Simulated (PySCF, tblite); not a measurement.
**C6H7NS: a rotation path, then NMR shifts on frames**

Aim: move C6H7NS (`C=CCc1ccsn1`) away from its starting geometry and see how NMR shifts follow the geometry.

Programs: tblite 0.8.0 and PySCF 2.14.0, with density-fitted response routines of our own. Each step states its level of theory. These are calculated values for one molecule in the gas phase, unless marked as measured. Atoms are numbered from 0 throughout.

## Step 1: The starting structure

15 atoms, charge 0, multiplicity 1; geometry from: GFN2-xTB.

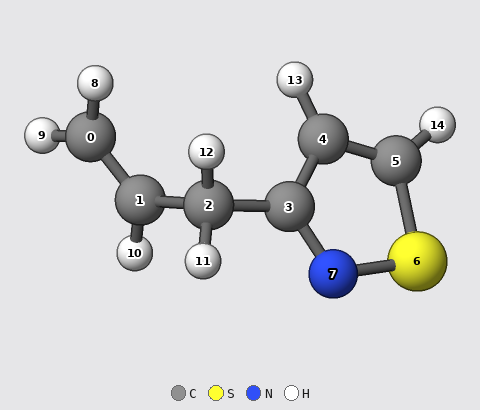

As it starts; carbon grey, sulfur yellow, nitrogen blue, hydrogen white, atoms numbered.

## Step 2: The rotation path with GFN2-xTB

The job: settings as JSON, then the geometry in Å.

```
{"job": {"kind": "neb", "xc": "GFN2-xTB", "basis": "xTB", "atoms": [7, 3, 2, 1], "turn": 120}, "charge": 0, "multiplicity": 1}
C     -2.413373     0.498824    -0.627925
C     -1.591429    -0.462881    -0.253975
C     -0.692301    -0.389146     0.944993
C      0.736150    -0.382430     0.497979
C      1.356541     0.695231    -0.182741
C      2.647527     0.381250    -0.478433
S      2.996839    -1.197860     0.094206
N      1.498810    -1.426671     0.696321
H     -2.505728     1.416881    -0.069784
H     -3.036878     0.409142    -1.501266
H     -1.509442    -1.374957    -0.830121
H     -0.849195    -1.261511     1.582081
H     -0.901321     0.519198     1.514163
H      0.867199     1.619778    -0.425556
H      3.392188     0.963143    -0.981854
```

Method: GFN2-xTB climbing-image nudged elastic band, gas phase.

Run with:

```console
> OMP_NUM_THREADS=1 python probes_run.py task.json out
```

One launch serves the whole session: the jobs run in the order shown.

The log of the run:

```text
image   E - E0 / eV
  0       0.0000
  1       0.0078
  2       0.0159
  3       0.0253
  4       0.0354
  5       0.0453
  6       0.0528
  7       0.0567
  8       0.0507
```

Run time: 2.8 s. Hardware: 1 thread of Arm Neoverse V1, shared host; peak memory 0.18 GiB.

The final band, with the dihedral N7–C3–C2–C1:

| image | dihedral (°) | energy (eV) | energy (kcal/mol) |
| --- | --- | --- | --- |
| 0 | -109 | 0.000 | 0.0 |
| 1 | -95 | 0.008 | 0.2 |
| 2 | -81 | 0.016 | 0.4 |
| 3 | -66 | 0.025 | 0.6 |
| 4 | -52 | 0.035 | 0.8 |
| 5 | -38 | 0.045 | 1.0 |
| 6 | -24 | 0.053 | 1.2 |
| 7 | -10 | 0.057 | 1.3 |
| 8 | 6 | 0.051 | 1.2 |

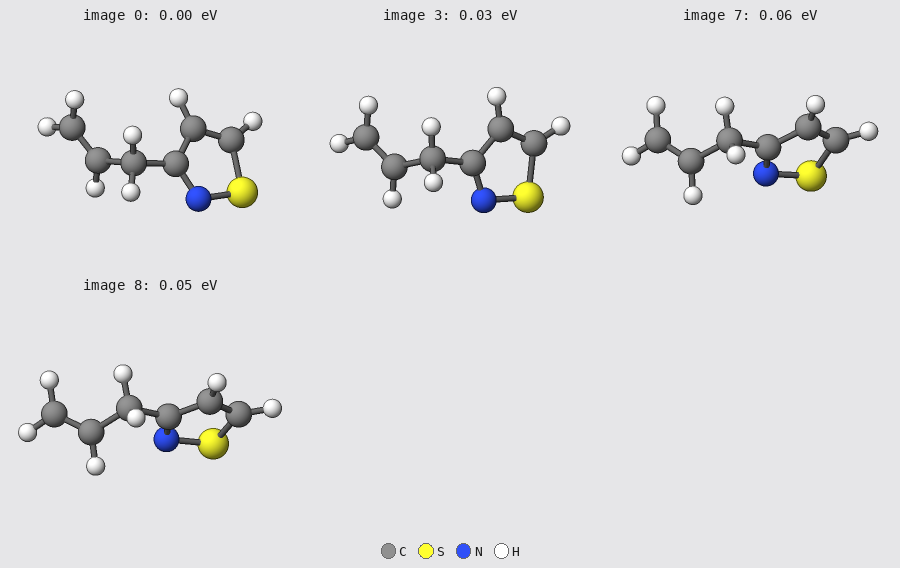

Images along the band.

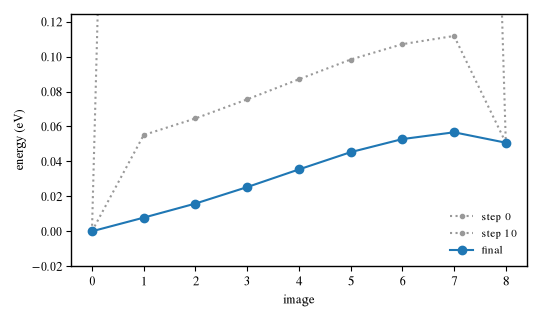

Energy along the band, early and final.

## Step 3: Shielding tensors: image 0, PBE0/pcSseg-1

The job: settings as JSON, then the geometry in Å.

```
{"job": {"kind": "nmr", "xc": "PBE0", "basis": "pcSseg-1", "pop": false}, "charge": 0, "multiplicity": 1}
C     -2.413400     0.498800    -0.627900
C     -1.591400    -0.462900    -0.254000
C     -0.692300    -0.389100     0.945000
C      0.736200    -0.382400     0.498000
C      1.356500     0.695200    -0.182700
C      2.647500     0.381200    -0.478400
S      2.996800    -1.197900     0.094200
N      1.498800    -1.426700     0.696300
H     -2.505700     1.416900    -0.069800
H     -3.036900     0.409100    -1.501300
H     -1.509400    -1.375000    -0.830100
H     -0.849200    -1.261500     1.582100
H     -0.901300     0.519200     1.514200
H      0.867200     1.619800    -0.425600
H      3.392200     0.963100    -0.981900
```

Level: GIAO PBE0/pcSseg-1 NMR shielding, non-relativistic, gas phase.

The log of the run:

```text
coarse grid: 13544 points
cycle   1  E = -685.1264518049  dE =  1.404e+00  |g| = 4.068e-01  |ddm| = 3.814e+00
cycle   2  E = -685.1073660653  dE =  1.909e-02  |g| = 4.993e-01  |ddm| = 9.001e-01
cycle   3  E = -685.1666561513  dE = -5.929e-02  |g| = 1.216e-01  |ddm| = 5.598e-01
cycle   4  E = -685.1698623959  dE = -3.206e-03  |g| = 4.261e-02  |ddm| = 1.356e-01
cycle   5  E = -685.1702767656  dE = -4.144e-04  |g| = 1.492e-02  |ddm| = 6.059e-02
cycle   6  E = -685.1703349022  dE = -5.814e-05  |g| = 5.144e-03  |ddm| = 2.208e-02
cycle   7  E = -685.1703406444  dE = -5.742e-06  |g| = 1.588e-03  |ddm| = 5.391e-03
final grid: 127592 points
cycle   8  E = -685.2195727698  dE = -3.102e-05  |g| = 9.081e-03  |ddm| = 3.523e-02
cycle   9  E = -685.2195554891  dE =  1.728e-05  |g| = 1.238e-02  |ddm| = 1.918e-02
cycle  10  E = -685.2195921003  dE = -3.661e-05  |g| = 1.525e-03  |ddm| = 1.264e-02
cycle  11  E = -685.2195926698  dE = -5.695e-07  |g| = 3.986e-04  |ddm| = 1.706e-03
cycle  12  E = -685.2195927058  dE = -3.602e-08  |g| = 1.583e-04  |ddm| = 5.365e-04
cycle  13  E = -685.2195927120  dE = -6.213e-09  |g| = 4.549e-05  |ddm| = 1.769e-04
cycle  14  E = -685.2195927123  dE = -3.283e-10  |g| = 2.284e-05  |ddm| = 5.167e-05
converged SCF energy = -685.2195927123

GIAO shielding tensors (ppm)
atom      isotropic    diamagn.    paramagn.     s11        s22        s33       span
  0 C       65.052     254.039    -188.986    -43.356     82.027    156.486    199.842
  1 C       39.780     256.047    -216.266    -86.460     48.976    156.825    243.285
  2 C      142.535     245.329    -102.794    125.188    145.334    157.082     31.894
  3 C       14.758     254.733    -239.975    -55.646     -7.406    107.328    162.974
  4 C       58.927     252.642    -193.714    -22.919     48.472    151.229    174.147
  5 C       28.210     261.601    -233.391    -71.961     16.037    140.555    212.516
  6 S      119.867    1056.641    -936.774    -49.141    201.644    207.097    256.238
  7 N      -65.196     324.414    -389.610   -306.966   -105.534    216.912    523.879
  8 H       26.114      31.396      -5.282     22.249     26.037     30.057      7.808
  9 H       26.389      29.138      -2.748     23.425     25.487     30.256      6.832
 10 H       25.479      31.514      -6.035     22.036     25.264     29.137      7.101
 11 H       27.646      29.487      -1.841     23.438     27.529     31.971      8.532
 12 H       28.182      31.121      -2.939     26.029     26.740     31.776      5.747
 13 H       24.460      33.389      -8.929     21.246     23.928     28.206      6.960
 14 H       23.278      30.865      -7.587     21.925     22.267     25.642      3.717
```

Run time: 27 s. Hardware: 1 thread of Arm Neoverse V1, shared host; peak memory 0.81 GiB.

The references, computed at this level on geometries of the same kind, shield at (ppm): 1H TMS 31.72, 13C TMS 186.9, 15N NH3 267.7, 33S CS2 504. Their shielding less the atom's gives the shift. The references are single molecules in the gas phase, so shifts against H2O, NH3, PH3, H3PO4 or CFCl3 are not on the usual liquid scales and can be off by tens of ppm. Each atom is listed at this fixed geometry, with no averaging over motion; a spectrum would average atoms that exchange fast.

| atoms | environment | σ (ppm) | δ (ppm) |
| --- | --- | --- | --- |
| C3 | substituted aromatic carbon next to a ring nitrogen | 14.8 | 172.2 |
| C5 | aromatic CH next to the ring sulfur | 28.2 | 158.7 |
| C1 | alkene CH | 39.8 | 147.1 |
| C4 | aromatic CH | 58.9 | 128.0 |
| C0 | terminal =CH2 carbon | 65.1 | 121.9 |
| C2 | sp3 CH2 on an aromatic ring | 142.5 | 44.4 |
| H14 | hydrogen on an aromatic CH next to the ring sulfur | 23.28 | 8.44 |
| H13 | hydrogen on an aromatic CH | 24.46 | 7.26 |
| H10 | hydrogen on an alkene CH | 25.48 | 6.24 |
| H8 | hydrogen on a terminal =CH2 carbon | 26.11 | 5.60 |
| H9 | hydrogen on a terminal =CH2 carbon | 26.39 | 5.33 |
| H11 | hydrogen on an sp3 CH2 on an aromatic ring | 27.65 | 4.07 |
| H12 | hydrogen on an sp3 CH2 on an aromatic ring | 28.18 | 3.54 |
| S6 | aromatic ring sulfur | 120 | 384 |
| N7 | pyridine-type nitrogen of an azole | -65.2 | 332.9 |

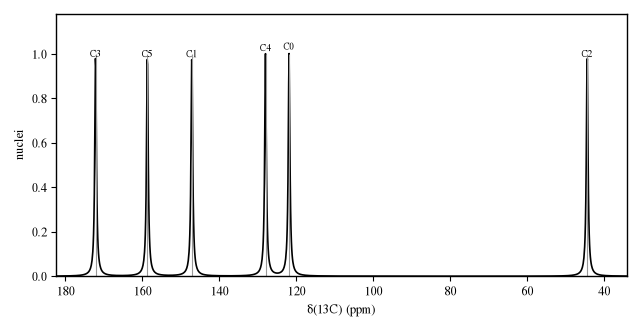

13C lines at the computed shifts, without couplings. Lines are broadened to a width of 0.51 ppm (Lorentzian).

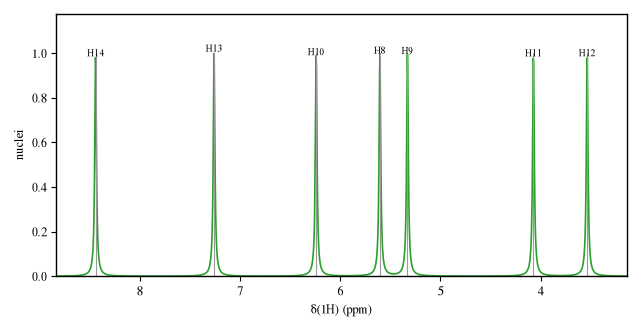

1H lines at the computed shifts, without couplings. Lines are broadened to a width of 0.02 ppm (Lorentzian).

Ring of atoms C3, C4, C5, S6, N7: NICS(0) -12.7, NICS(1) -12.0, NICS(1)zz -29.2 ppm (means of both faces).

The fields below are evaluated on a grid from the run's orbitals.

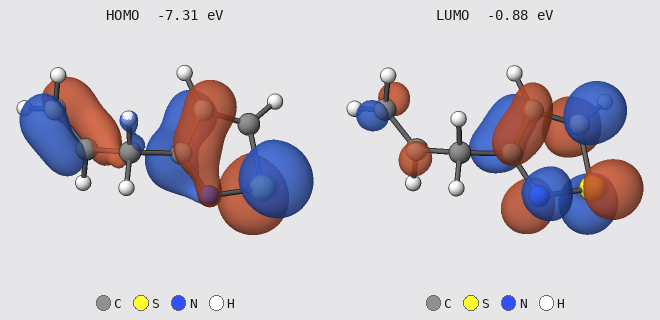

Frontier orbitals at PBE0/pcSseg-1; each surface holds 70 % of the orbital's density, blue and red mark the sign.

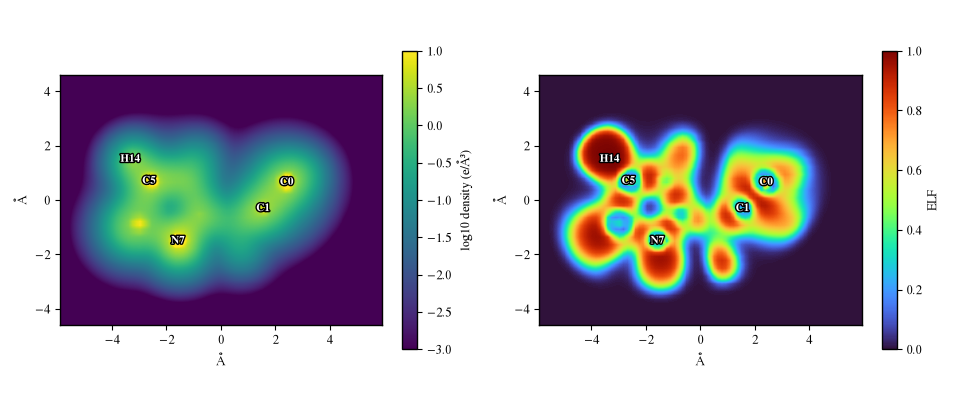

Density (left) and ELF (right) in a plane through or near 5 of the atoms.

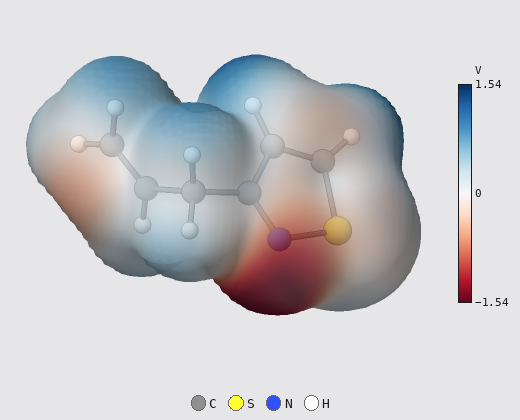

Electrostatic potential on the surface of density 0.002 e/bohr³; red is low, blue high. It runs, from the 1st to the 99th percentile, from -1.54 V near N7 to 1.26 V near H14.

(Part 1 of 2 ends here.)
